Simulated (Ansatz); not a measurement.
# C8H24O4Si4: the cost of one run

Computed with Ansatz 0.2.0 (DFT B3LYP+D3(BJ), Gaussian basis def2-SVP, and further levels as typed in the inputs, unless a step's input says otherwise).

## (1) The system as given

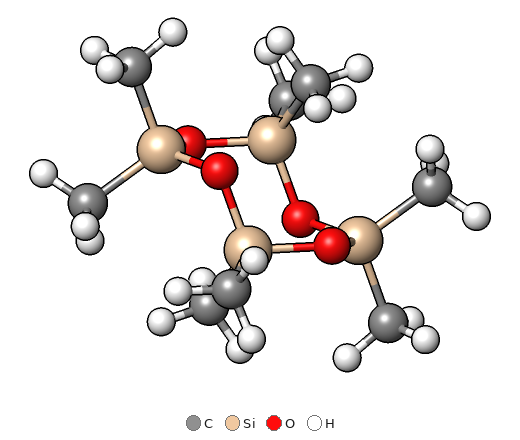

Start, viewed from a chosen angle; carbon grey, silicon light orange, oxygen red, hydrogen white.

Coordinates:

```xyz
40

C    -3.3270   -1.7052    0.8171
Si   -1.7078   -1.4904   -0.0903
C    -1.5045   -3.0513   -1.1056
O    -1.8911   -0.1245   -1.1422
Si   -1.1404    1.3080   -0.5221
C    -1.4272    1.5850    1.3214
C    -2.0130    2.7363   -1.3469
O     0.4856    1.3401   -1.1257
Si    1.7078    1.4904    0.0903
C     3.3270    1.7052   -0.8171
C     1.5045    3.0513    1.1056
O     1.8911    0.1245    1.1422
Si    1.1404   -1.3080    0.5221
C     1.4272   -1.5850   -1.3214
C     2.0130   -2.7363    1.3469
O    -0.4856   -1.3400    1.1257
H    -4.1537   -1.7912    0.0825
H    -3.5108   -0.8341    1.4762
H    -3.2835   -2.6267    1.4332
H    -0.9083   -3.7930   -0.5356
H    -1.0064   -2.8190   -2.0674
H    -2.5037   -3.4791   -1.3266
H    -1.3057    2.6622    1.5516
H    -0.7263    0.9980    1.9446
H    -2.4681    1.3025    1.5735
H    -1.5434    3.6895   -1.0281
H    -3.0833    2.7343   -1.0554
H    -1.9293    2.6336   -2.4482
H     3.5108    0.8341   -1.4762
H     3.2835    2.6267   -1.4332
H     4.1537    1.7912   -0.0825
H     1.0064    2.8190    2.0674
H     2.5037    3.4791    1.3266
H     0.9083    3.7930    0.5356
H     2.4681   -1.3025   -1.5735
H     0.7263   -0.9980   -1.9446
H     1.3057   -2.6622   -1.5516
H     1.5434   -3.6895    1.0281
H     3.0833   -2.7343    1.0554
H     1.9293   -2.6336    2.4482
```

## (2) Relaxing the atoms: C8H24O4Si4

The input, input.yaml:

```yaml
relax:
  f_tol: 0.002
  max_steps: 200
crystal:
  periodic: [false, false, false]
  atoms:
    - { symbol: C, position_ang: [-3.32699, -1.70521, 0.81713] }
    - { symbol: Si, position_ang: [-1.70781, -1.49038, -0.09034] }
    - { symbol: C, position_ang: [-1.50448, -3.05128, -1.10561] }
    - { symbol: O, position_ang: [-1.89113, -0.12448, -1.1422] }
    - { symbol: Si, position_ang: [-1.14039, 1.30804, -0.52205] }
    - { symbol: C, position_ang: [-1.42724, 1.58497, 1.32137] }
    - { symbol: C, position_ang: [-2.01301, 2.73627, -1.34694] }
    - { symbol: O, position_ang: [0.48557, 1.34006, -1.12573] }
    - { symbol: Si, position_ang: [1.70781, 1.49039, 0.09035] }
    - { symbol: C, position_ang: [3.32699, 1.70521, -0.81713] }
    - { symbol: C, position_ang: [1.50448, 3.05127, 1.10561] }
    - { symbol: O, position_ang: [1.89113, 0.12447, 1.1422] }
    - { symbol: Si, position_ang: [1.14039, -1.30804, 0.52205] }
    - { symbol: C, position_ang: [1.42724, -1.58497, -1.32137] }
    - { symbol: C, position_ang: [2.01301, -2.73627, 1.34693] }
    - { symbol: O, position_ang: [-0.48557, -1.34005, 1.12573] }
    - { symbol: H, position_ang: [-4.15366, -1.79124, 0.08249] }
    - { symbol: H, position_ang: [-3.51083, -0.83408, 1.47623] }
    - { symbol: H, position_ang: [-3.28353, -2.62668, 1.43319] }
    - { symbol: H, position_ang: [-0.90827, -3.793, -0.53557] }
    - { symbol: H, position_ang: [-1.00637, -2.81903, -2.06738] }
    - { symbol: H, position_ang: [-2.50371, -3.47911, -1.32657] }
    - { symbol: H, position_ang: [-1.3057, 2.66219, 1.55162] }
    - { symbol: H, position_ang: [-0.72633, 0.99797, 1.94463] }
    - { symbol: H, position_ang: [-2.4681, 1.30249, 1.57351] }
    - { symbol: H, position_ang: [-1.5434, 3.68947, -1.02813] }
    - { symbol: H, position_ang: [-3.08334, 2.73429, -1.05535] }
    - { symbol: H, position_ang: [-1.92932, 2.63358, -2.44824] }
    - { symbol: H, position_ang: [3.51084, 0.83408, -1.47622] }
    - { symbol: H, position_ang: [3.28353, 2.62669, -1.43318] }
    - { symbol: H, position_ang: [4.15366, 1.79124, -0.08249] }
    - { symbol: H, position_ang: [1.00637, 2.81903, 2.06739] }
    - { symbol: H, position_ang: [2.50371, 3.47911, 1.32658] }
    - { symbol: H, position_ang: [0.90826, 3.793, 0.53557] }
    - { symbol: H, position_ang: [2.4681, -1.30249, -1.57351] }
    - { symbol: H, position_ang: [0.72632, -0.99796, -1.94464] }
    - { symbol: H, position_ang: [1.3057, -2.66219, -1.55163] }
    - { symbol: H, position_ang: [1.54341, -3.68947, 1.02811] }
    - { symbol: H, position_ang: [3.08334, -2.73428, 1.05536] }
    - { symbol: H, position_ang: [1.92931, -2.63359, 2.44824] }
basis:
  gaussian: { orbitals: def2-SVP }
hamiltonian:
  xc: { name: B3LYP }
  dispersion: d3bj
```

On the command line:

```
ansatz run input.yaml --threads 8 --pin off --max-ram 20480MiB --backend cpu --events-out ev --progress --plain --runs-dir out
```

Q: Estimate wall time and peak memory on 8 threads of AMD EPYC 7R43 (Zen 3), shared host.

About 4.6 min, with a peak of 3 GiB.
